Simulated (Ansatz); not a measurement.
# AlGeH₆NSi: how energies converge with the basis set

Aim: see how fast density functionals converge with the basis set for AlGeH₆NSi.

The runs use Ansatz 0.2.0, Gaussian basis; one geometry, several basis sets.

Levels to be run: PBE0-D4/def2-SVP; ωB97M-V/def2-SVP; PBE0-D4/def2-QZVPP; ωB97M-V/def2-QZVPP; the functionals' def2-TZVPP values are taken from earlier runs.

## (1) Structure used throughout

All runs share one geometry, relaxed beforehand with PBE0-D4 in a triple-zeta def2 set.

SMILES `[SiH3][Al]1[NH][GeH2]1`, 10 atoms, charge 0, spin multiplicity 1.

Atoms are counted from 1 here; the program's logs count them from 0.

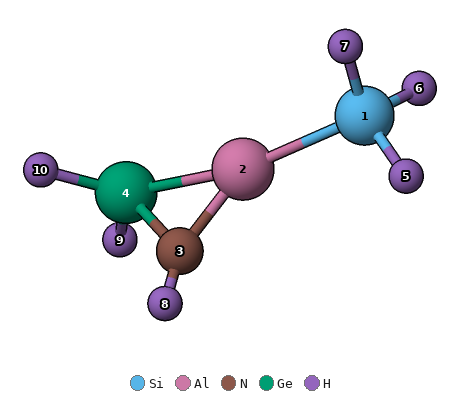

The geometry (silicon blue, aluminium pink, nitrogen brown, germanium teal, hydrogen purple); atoms are numbered from 1 in the order of the file.

Coordinates:

```
Si   -1.5573    1.3261   -1.4132
Al    0.0128    0.1143    0.0202
N     0.5176   -1.5167    0.4049
Ge    1.6819   -0.5380    1.5645
H    -2.5563    0.4064   -2.0231
H    -2.2814    2.3593   -0.6236
H    -0.8160    2.0131   -2.5066
H     0.4454   -2.5133    0.2794
H     1.4624   -0.9031    3.0523
H     3.1740   -0.7991    1.2482
```

## (2) PBE0-D4 in def2-SVP

File in.yaml:

```yaml
crystal:
  periodic: [false, false, false]
  atoms:
    - {symbol: Si, position_ang: [-1.557336, 1.326105, -1.413229]}
    - {symbol: Al, position_ang: [0.012834, 0.114301, 0.020218]}
    - {symbol: N, position_ang: [0.517641, -1.516670, 0.404877]}
    - {symbol: Ge, position_ang: [1.681857, -0.538024, 1.564495]}
    - {symbol: H, position_ang: [-2.556341, 0.406359, -2.023072]}
    - {symbol: H, position_ang: [-2.281392, 2.359270, -0.623649]}
    - {symbol: H, position_ang: [-0.816035, 2.013118, -2.506591]}
    - {symbol: H, position_ang: [0.445419, -2.513289, 0.279441]}
    - {symbol: H, position_ang: [1.462421, -0.903137, 3.052254]}
    - {symbol: H, position_ang: [3.174032, -0.799134, 1.248156]}
basis:
  gaussian: {orbitals: def2-SVP}
hamiltonian: {xc: pbe0, dispersion: d4}
output: {orbitals: {seedname: orbitals}}
```

Command:

```console
ansatz run in.yaml --threads 4 --pin off --events-out ev --progress --plain --max-ram 10444MiB
```

Standard output:

```text
Functional definition: PBE0
  name "PBE0"
  cite "Adamo & Barone, J. Chem. Phys. 110, 6158 (1999) doi:10.1063/1.478522"
  cite "Perdew, Burke & Ernzerhof, Phys. Rev. Lett. 77, 3865 (1996) doi:10.1103/PhysRevLett.77.3865"
  parent pbe
  parameter a = 0.25
  parameter kappa = 0.804
  parameter beta = 0.06672455060314922
  exchange = (1 - a)*pbe_x(kappa = kappa, mu = beta*pi^2/3) + a*exact_x
  correlation = pbe_c(beta = beta)
1093 factors; integrals over basis functions are off by at most 1.4e-3 eV
mean field evaluation 1: about -72543.8059 eV, gradient 6.1e1 eV
mean field evaluation 2: about -72499.9185 eV, gradient 1.3e2 eV
mean field evaluation 4: about -72551.8684 eV, gradient 7.6e0 eV
mean field evaluation 8: about -72552.0352 eV, gradient 4.5e-1 eV
mean field evaluation 16: about -72552.0359 eV, gradient 7.2e-5 eV
mean field -72552.03592165 eV, -2666.2381425844 hartree, gradient 7.2e-5 eV, S^2 0.000000; 0 other end points of the search recorded, 0 dependent functions left out
reference -72552.03595475 eV, -2666.2381438007 hartree; 36, 36 occupied and 76, 76 virtual orbitals, 1093 factors
Total energy: -72552.21796580 eV, -2666.2448325835 hartree
```

Run time: 1.1 s. Hardware: 4 threads of Intel Xeon at 2.60GHz, shared host.

## (3) ωB97M-V in def2-SVP

in.yaml: that of step 2 with these lines changed.

```diff
@@ -15,3 +15,3 @@
   gaussian: {orbitals: def2-SVP}
-hamiltonian: {xc: pbe0, dispersion: d4}
+hamiltonian: {xc: {name: wB97M-V}}
 output: {orbitals: {seedname: orbitals}}
```

Same command.

Standard output, cut to the lines that bear on the results:

```text
Functional definition: wB97M-V
  name "wB97M-V"
  cite "Mardirossian & Head-Gordon, J. Chem. Phys. 144, 214110 (2016) doi:10.1063/1.4952647"
  cite "Becke, J. Chem. Phys. 107, 8554 (1997) doi:10.1063/1.475007"
  cite "Vydrov & Van Voorhis, J. Chem. Phys. 133, 244103 (2010) doi:10.1063/1.3521275"
  # Of w^i u^j: cxij and so on, Table III.
[...]
  gx(w, u) = 1 - cx + cx01*u + cx10*w
  gss(w, u) = css00 + css04*u^4 + css10*w + css20*w^2 + css43*w^4*u^3
  gos(w, u) = cos00 + cos10*w + (cos20 + cos21*u)*w^2 + (cos60 + cos61*u)*w^6
[...]
      + integral(e_c_pw_mod_opposite_spin*gos(b97_w_opposite, b97_u_opposite)) + vv10(b, c)
1093 factors; integrals over basis functions are off by at most 1.4e-3 eV
366 factors; integrals over basis functions are off by at most 6.1e-6 eV
[...]
mean field -72562.16524196 eV, -2666.6103882400 hartree, gradient 8.5e-5 eV, S^2 0.000000; 0 other end points of the search recorded, 0 dependent functions left out
reference -72562.16529419 eV, -2666.6103901593 hartree; 36, 36 occupied and 76, 76 virtual orbitals, 1093 factors
Total energy: -72562.16529419 eV, -2666.6103901593 hartree
```

Run time: 4.1 s. Hardware: 4 threads of Intel Xeon at 2.60GHz, shared host.

## (4) PBE0-D4 in def2-QZVPP

in.yaml: that of step 3 with these lines changed.

```diff
@@ -14,4 +14,4 @@
 basis:
-  gaussian: {orbitals: def2-SVP}
-hamiltonian: {xc: {name: wB97M-V}}
+  gaussian: {orbitals: "def2-QZVPP.json"}
+hamiltonian: {xc: pbe0, dispersion: d4}
 output: {orbitals: {seedname: orbitals}}
```

Launched as before.

Standard output:

```text
Functional definition: PBE0
  name "PBE0"
  cite "Adamo & Barone, J. Chem. Phys. 110, 6158 (1999) doi:10.1063/1.478522"
  cite "Perdew, Burke & Ernzerhof, Phys. Rev. Lett. 77, 3865 (1996) doi:10.1103/PhysRevLett.77.3865"
  parent pbe
  parameter a = 0.25
  parameter kappa = 0.804
  parameter beta = 0.06672455060314922
  exchange = (1 - a)*pbe_x(kappa = kappa, mu = beta*pi^2/3) + a*exact_x
  correlation = pbe_c(beta = beta)
1889 factors; their error is unknown
mean field evaluation 1: about -72556.6268 eV, gradient 7.5e1 eV
mean field evaluation 2: about -72497.2081 eV, gradient 1.5e2 eV
mean field evaluation 4: about -72567.5552 eV, gradient 1.1e1 eV
mean field evaluation 8: about -72567.7221 eV, gradient 1.7e-1 eV
mean field evaluation 16: about -72567.8747 eV, gradient 1.3e-4 eV
mean field -72567.87471493 eV, -2666.8202075014 hartree, gradient 1.7e-5 eV, S^2 0.000000; 0 other end points of the search recorded, 0 dependent functions left out
reference -72567.87476571 eV, -2666.8202093677 hartree; 36, 36 occupied and 430, 430 virtual orbitals, 1889 factors
Total energy: -72568.05677676 eV, -2666.8268981505 hartree
```

Run time: 7.5 s. Hardware: 4 threads of Intel Xeon at 2.60GHz, shared host; peak memory 2 GiB.

## (5) ωB97M-V in def2-QZVPP

in.yaml: that of step 4 with these lines changed.

```diff
@@ -15,3 +15,3 @@
   gaussian: {orbitals: "def2-QZVPP.json"}
-hamiltonian: {xc: pbe0, dispersion: d4}
+hamiltonian: {xc: {name: wB97M-V}}
 output: {orbitals: {seedname: orbitals}}
```

Same command.

Standard output, cut to the lines that bear on the results:

```text
Functional definition: wB97M-V
  name "wB97M-V"
  cite "Mardirossian & Head-Gordon, J. Chem. Phys. 144, 214110 (2016) doi:10.1063/1.4952647"
  cite "Becke, J. Chem. Phys. 107, 8554 (1997) doi:10.1063/1.475007"
  cite "Vydrov & Van Voorhis, J. Chem. Phys. 133, 244103 (2010) doi:10.1063/1.3521275"
  # Of w^i u^j: cxij and so on, Table III.
[...]
  gx(w, u) = 1 - cx + cx01*u + cx10*w
  gss(w, u) = css00 + css04*u^4 + css10*w + css20*w^2 + css43*w^4*u^3
  gos(w, u) = cos00 + cos10*w + (cos20 + cos21*u)*w^2 + (cos60 + cos61*u)*w^6
[...]
      + integral(e_c_pw_mod_opposite_spin*gos(b97_w_opposite, b97_u_opposite)) + vv10(b, c)
1814 factors; their error is unknown
432 factors; integrals over basis functions are off by at most 1.3e-5 eV
[...]
mean field -72578.00125077 eV, -2667.1923508297 hartree, gradient 4.3e-5 eV, S^2 0.000000; 0 other end points of the search recorded, 0 dependent functions left out
reference -72578.00133104 eV, -2667.1923537793 hartree; 36, 36 occupied and 430, 430 virtual orbitals, 1814 factors
Total energy: -72578.00133104 eV, -2667.1923537793 hartree
```

It took 16 s on 4 threads of Intel Xeon at 2.60GHz, shared host; peak memory 2.3 GiB.

## (6) Functionals by basis

The def2-TZVPP values come from earlier runs at the same geometry.

| functional | basis | functions | energy (eV) | from the largest (eV) | HOMO (eV) | LUMO (eV) |
| --- | --- | --- | --- | --- | --- | --- |
| PBE0-D4 | def2-SVP | 112 | -72552.2180 | 15.839 | -6.41 | -1.32 |
| PBE0-D4 | def2-TZVPP | 247 | -72566.2818 | 1.775 | -6.41 | -1.45 |
| PBE0-D4 | def2-QZVPP | 466 | -72568.0568 | 0.000 | -6.43 | -1.49 |
| ωB97M-V | def2-SVP | 112 | -72562.1653 | 15.836 | -8.28 | 0.45 |
| ωB97M-V | def2-TZVPP | 247 | -72576.2826 | 1.719 | -8.31 | 0.24 |
| ωB97M-V | def2-QZVPP | 466 | -72578.0013 | 0.000 | -8.33 | 0.11 |

## (7) Results

| quantity | value |
| --- | --- |
| PBE0-D4: double and triple zeta above quadruple | 15.84, 1.77 eV |
| ωB97M-V: double and triple zeta above quadruple | 15.84, 1.72 eV |

**Reading.** For PBE0-D4 the step from double to triple zeta gains 14.06 eV and the next only 1.77 eV. These are total energies; as a rule much of such shifts cancels in differences, which this series doesn't test.

For PBE0-D4 the largest set took about 7 times as long as the smallest (7.5 s against 1.1 s).
